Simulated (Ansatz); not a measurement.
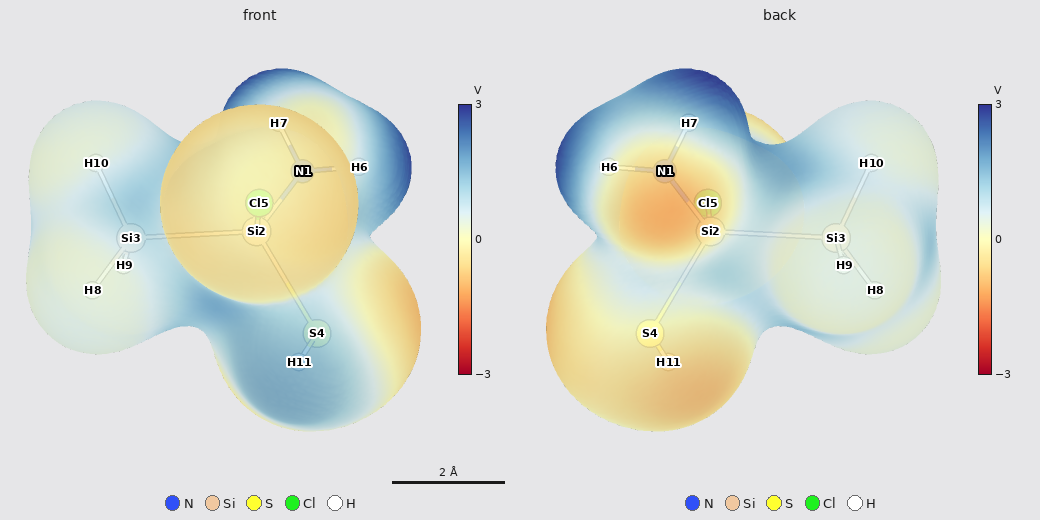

The picture shows: ClH6NSSi2 (SMILES N[Si]([SiH3])(S)Cl). The electrostatic potential painted on the density surface at 0.004 e/bohr³, seen from the front and from behind; red is negative and blue positive.

All numbers below come from RKS PBE0-D4/6-31G* in Ansatz.

Input

```
crystal:
  periodic: [false, false, false]
  atoms:
    - { symbol: "N", position_ang: [-1.0214, 1.5729, -0.1324] }
    - { symbol: Si, position_ang: [-0.2088, 0.1912, -0.5034] }
    - { symbol: Si, position_ang: [1.3774, -0.407, 1.0328] }
    - { symbol: S, position_ang: [-1.6851, -1.258, -0.6379] }
    - { symbol: Cl, position_ang: [0.5978, 0.4029, -2.3889] }
    - { symbol: H, position_ang: [-1.5791, 1.9066, -0.9843] }
    - { symbol: H, position_ang: [-1.7624, 1.3959, 0.5446] }
    - { symbol: H, position_ang: [2.0531, -1.7045, 0.6782] }
    - { symbol: H, position_ang: [0.8139, -0.5314, 2.4457] }
    - { symbol: H, position_ang: [2.5061, 0.6007, 1.151] }
    - { symbol: H, position_ang: [-1.026, -2.2264, -1.1847] }
basis:
  gaussian: { orbitals: "6-31G*" }
hamiltonian:
  xc: pbe0
  dispersion: d4
relax:
  f_tol: 0.015
  max_steps: 40
output:
  orbitals: {}
```

Run with:

```sh
ansatz run input.yaml --threads 2 --pin off --max-ram 3072MiB --backend cpu --events-out ev --progress --plain --runs-dir out
```

The fields are those of the run's last geometry, not of the input's.

> Which sites attract a positive test charge, and which a negative one?

A positive charge is drawn to the negative regions and a negative charge to the positive ones. The most negative region (about −1.1 V) lies over N1, the most positive (about +2.8 V) over H6 and H7. N1 is the likeliest acceptor of a hydrogen bond.
